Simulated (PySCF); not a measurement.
**CH5ClGeS (SMILES C[S][GeH2][Cl]): levels of theory compared**

Wanted: a comparison of 6 runs (HF/6-31G*, HF/pcseg-1, HF/def2-SVP, B3LYP/6-31G*, PBE0/def2-SVP) of CH5ClGeS. Input form: a Python script.

Program for the calculation: PySCF 2.14.0.

### Step 1. The molecule

The species is CH5ClGeS (9 atoms), meant as a singlet with charge 0. As SMILES, `C[S][GeH2][Cl]`. The shape is that of a PBE0-D4/def2-TZVP optimisation. This is one conformer, not always the lowest.

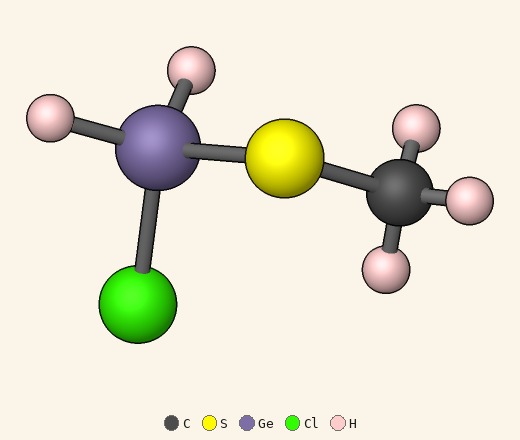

The structure, seen from a chosen angle (carbon dark grey, sulfur yellow, germanium purple, chlorine green, hydrogen pink).

### Step 2. Energy and gradient at HF/6-31G(d) (spherical functions) (run 1)

File job.py:

```python
from pyscf import gto, scf

mol = gto.M(
    atom=[
    ('C', (-0.058100, 1.249300, -0.916400)),
    ('S', (1.311200, 0.140200, -0.482400)),
    ('Ge', (0.273000, -1.153000, 0.952600)),
    ('Cl', (-1.337100, -2.205000, -0.039300)),
    ('H', (-0.878800, 0.691800, -1.366300)),
    ('H', (-0.410400, 1.802800, -0.046000)),
    ('H', (0.336300, 1.953900, -1.648100)),
    ('H', (1.266000, -2.194000, 1.475300)),
    ('H', (-0.413700, -0.332200, 2.053400)),
],
    max_memory=1860,
    verbose=4,
    charge=0,
    basis='6-31g*',
)

calc0 = scf.RHF(mol)
calc0.conv_tol = 1e-10
calc0.kernel()
if not calc0.converged:
    calc0 = calc0.newton().run(calc0.mo_coeff, calc0.mo_occ)

etot = calc0.e_tot
print(f'total energy: {etot:.8f} hartree')
grad = calc0.nuc_grad_method().kernel()
dip = calc0.dip_moment()
pop, q = calc0.mulliken_pop()
```

Started as:

```sh
OMP_NUM_THREADS=1 python job.py
```

Output:

```text
PySCF version 2.14.0

[... 65 lines left out ...]
converged SCF energy = -2972.90682130785
total energy: -2972.90682131 hartree
[... 11 lines left out ...]
Dipole moment(X, Y, Z, Debye):  0.20158,  1.70827,  1.20758
[... 102 lines left out ...]
charge of    8H =     -0.00420
```

Wall time 57 s (1 thread of Intel Xeon at 2.50GHz (Skylake/Cascade Lake), shared host); peak memory 0.19 GiB.

### Step 3. Energy and forces at HF/pcseg-1 (run 2)

File input.xyz:

```xyz
9

C     -0.058100     1.249300    -0.916400
S      1.311200     0.140200    -0.482400
Ge     0.273000    -1.153000     0.952600
Cl    -1.337100    -2.205000    -0.039300
H     -0.878800     0.691800    -1.366300
H     -0.410400     1.802800    -0.046000
H      0.336300     1.953900    -1.648100
H      1.266000    -2.194000     1.475300
H     -0.413700    -0.332200     2.053400
```

File calc.py:

```python
# C[S][GeH2][Cl]
from pyscf import gto

mol = gto.M(
    atom='input.xyz',
    max_memory=1860,
    spin=0,
    verbose=4,
    basis='pcseg-1',
)

mf = mol.RHF()
mf.conv_tol = 1e-10
mf.kernel()
if not mf.converged:
    mf = mf.newton().run(mf.mo_coeff, mf.mo_occ)

e_tot = mf.e_tot
print(f'total energy: {e_tot:.8f} hartree')
grad = mf.nuc_grad_method().kernel()
mf.analyze()
```

Started as:

```sh
OMP_NUM_THREADS=1 python calc.py
```

Output:

```text
PySCF version 2.14.0

[... 93 lines left out ...]
MO #7   energy= -46.2742150349647  occ= 2
[... 18 lines left out ...]
MO #26  energy= -1.08471894894997  occ= 2
[... 18 lines left out ...]
MO #45  energy= 0.228761021253121  occ= 0
[... 18 lines left out ...]
MO #64  energy= 0.789658126009488  occ= 0
[... 18 lines left out ...]
MO #83  energy= 1.65313030961273   occ= 0
[... 18 lines left out ...]
MO #102 energy= 3.56920452140677   occ= 0
[... 114 lines left out ...]
Dipole moment(X, Y, Z, Debye):  0.21513,  1.77315,  1.09150
```

It took 63 s on 1 thread of Intel Xeon at 2.50GHz (Skylake/Cascade Lake), shared host; peak memory 0.23 GiB.

Runs 3 to 5 aren't shown in full; the table further down has their settings and results.

### Step 4. Energy and forces at PBE0/def2-SVP (run 6)

File job.py:

```python
import pyscf.grad
from pyscf import gto, dft

mol = gto.Mole()
mol.atom = '''
C   -0.058100   1.249300  -0.916400
S    1.311200   0.140200  -0.482400
Ge   0.273000  -1.153000   0.952600
Cl  -1.337100  -2.205000  -0.039300
H   -0.878800   0.691800  -1.366300
H   -0.410400   1.802800  -0.046000
H    0.336300   1.953900  -1.648100
H    1.266000  -2.194000   1.475300
H   -0.413700  -0.332200   2.053400
'''
mol.basis = 'def2-svp'
mol.charge = 0
mol.spin = 0
mol.max_memory = 1860
mol.verbose = 4
mol.build()

mf = dft.RKS(mol)
mf.xc = 'pbe0'
mf.grids.level = 5
mf.conv_tol = 1e-10
mf.kernel()
if not mf.converged:
    mf = mf.newton().run(mf.mo_coeff, mf.mo_occ)

e_final = mf.e_tot
print('E(%s) = %.9f' % ('PBE0', e_final))
grad = mf.Gradients().kernel()
mf.analyze()
```

Started as:

```sh
OMP_NUM_THREADS=1 python job.py
```

Output:

```text
PySCF version 2.14.0

[... 105 lines left out ...]
MO #7   energy= -44.4333579202457  occ= 2
[... 19 lines left out ...]
MO #27  energy= -0.805073813684615 occ= 2
[... 19 lines left out ...]
MO #47  energy= 0.205403956248886  occ= 0
[... 19 lines left out ...]
MO #67  energy= 0.758234020379844  occ= 0
[... 19 lines left out ...]
MO #87  energy= 1.58555923470231   occ= 0
[... 19 lines left out ...]
MO #107 energy= 2.93670504418254   occ= 0
[... 119 lines left out ...]
Dipole moment(X, Y, Z, Debye):  0.06470,  1.54244,  0.80209
```

It took 1.8 min on 1 thread of Intel Xeon at 2.50GHz (Skylake/Cascade Lake), shared host; peak memory 1.1 GiB.

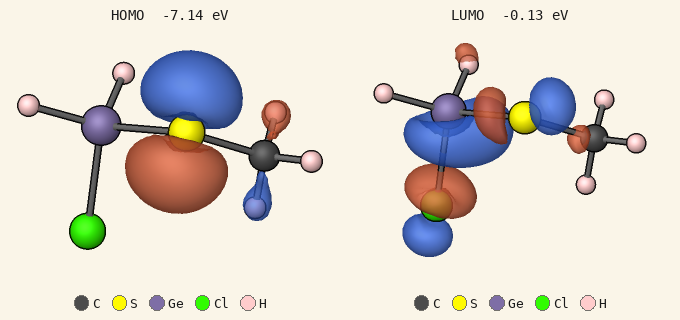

Frontier orbitals of this run, surfaces at ±0.2 Å^-3/2.

### Step 5. All runs side by side

| run | level | integration grid | Cartesian functions | energy (Eh) | dipole moment (D) | HOMO energy (eV) | LUMO energy (eV) | wall time |
| --- | --- | --- | --- | --- | --- | --- | --- | --- |
| 1 | HF/6-31G* (spherical functions) | – | no | -2972.906821 | 2.10 | -10.02 | 2.93 | 57 s |
| 2 | HF/pcseg-1 | – | no | -2972.887860 | 2.09 | -10.14 | 2.95 | 63 s |
| 3 | HF/def2-SVP | – | no | -2972.676073 | 1.88 | -10.00 | 3.55 | 41 s |
| 4 | B3LYP/6-31G* (spherical functions) | 5 | no | -2976.318253 | 1.94 | -6.88 | -0.62 | 1.8 min |
| 5 | B3LYP/6-31G* (Cartesian functions) | 5 | yes | -2976.329997 | 1.94 | -6.88 | -0.66 | 1.7 min |
| 6 | PBE0/def2-SVP | 5 | no | -2975.406805 | 1.74 | -7.14 | -0.13 | 1.8 min |

### Step 6. What came out

```
                       quantity           value
            run 6: total energy  -2975.40681 Eh
           run 6: dipole moment          1.74 D
             run 6: HOMO energy        -7.14 eV
             run 6: LUMO energy        -0.13 eV
           run 6: HOMO–LUMO gap         7.01 eV
run 6: largest force on an atom      0.327 eV/Å
```

**Reading.** The dipole moment (its size) runs from 1.74 D (PBE0/def2-SVP) to 2.10 D (HF/6-31G*). The two ends differ in method and basis. The HOMO–LUMO gap runs from 6.22 eV (B3LYP/6-31G*) to 13.55 eV (HF/def2-SVP). Totals of different functionals can't be ranked against each other. All runs together took 7.9 min, the longest 1.8 min.
